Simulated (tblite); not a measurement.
**Run report: C4H8FO2Si, frequency calculation**

C4H8FO2Si, multiplicity 2, computed with GFN2-xTB harmonic vibrations, gas phase (tblite 0.8.0).

It belongs to a series of runs on one base structure; here: H removed from sp2 C.

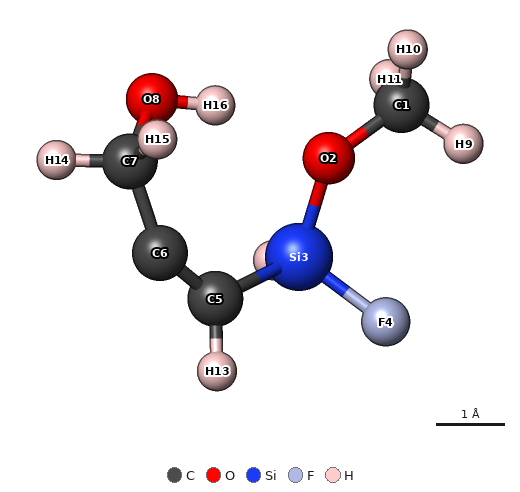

Fig. 1: The input geometry (ball-and-stick view, seen at a tilt; atoms are numbered from 1 in the order of the input).

## Input
```
{"job": {"kind": "ir", "xc": "GFN2-xTB", "basis": "xTB"}, "charge": 0, "multiplicity": 2}
C      2.163554     0.332809     1.019246
O      1.004216     0.074390     0.266668
Si     0.853172    -0.155819    -1.330155
F      1.920063    -1.283608    -1.780504
C     -0.883185    -0.878580    -1.577312
C     -1.952240    -0.681011    -0.873766
C     -2.443256     0.067737     0.278966
O     -1.628531     1.159137     0.668544
H      2.952948    -0.376687     0.768878
H      1.902935     0.230864     2.072490
H      2.519668     1.346362     0.827569
H      1.223290     0.998212    -2.129797
H     -0.923406    -1.531861    -2.441473
H     -3.423413     0.500578     0.048805
H     -2.574896    -0.634563     1.119151
H     -0.718518     0.840986     0.745575
```

The first line tells a small driver script what to run in tblite; the rest is the geometry in Å.

Run on 1 CPU thread, shared host.

Run as:
```bash
OMP_NUM_THREADS=1 python <driver script> task.json out
```

## What the program printed
```
mode    cm-1     km/mol
  1      27.4      2.97
  2      66.7      2.51
  3      83.6      1.26
  4      92.6      0.91
  5     125.9     11.44
  6     145.9      1.08
  7     157.0      2.43
  8     238.8     23.05
  9     282.8      7.73
 10     332.8     20.56
 11     367.8     13.36
 12     525.0    156.45
 13     581.6     22.24
 14     617.3     98.88
 15     677.2     92.13
 16     695.0    117.38
 17     696.6     55.37
 18     772.2    143.69
 19     819.5    255.64
 20     923.0     18.19
 21     952.1      2.92
 22    1015.1     88.70
 23    1121.2    167.30
 24    1125.1      4.08
 25    1145.5     33.79
 26    1152.4     62.14
 27    1168.9     28.99
 28    1274.3     14.31
 29    1327.1     66.78
 30    1411.3      0.39
 31    1427.4      7.01
 32    1473.9      6.40
 33    1478.7      4.24
 34    1770.8    105.84
 35    2346.3    222.37
 36    2828.2     50.66
 37    2931.3     20.09
 38    2974.3     30.96
 39    2985.6     18.00
 40    2988.0     25.26
 41    3003.2     18.15
 42    3476.0     87.00
```

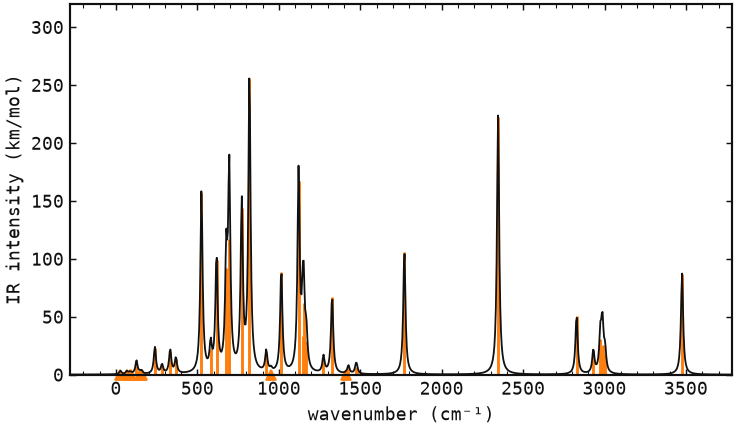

Fig. 2: Harmonic infrared spectrum, unscaled: sticks (degenerate modes added up, dark ones marked on the axis) with a Lorentzian envelope of 16 cm⁻¹ full width, scaled to the tallest stick. 42 modes from 27 to 3476 cm⁻¹, none imaginary. The strongest line is at 820 cm⁻¹ (256 km/mol).

## Key numbers

| quantity | value |
| --- | --- |
| outcome | converged |
| total energy | −740.7632 eV |
| zero-point energy | 70.9150 kcal/mol |
| peak memory | 0.18 GiB |
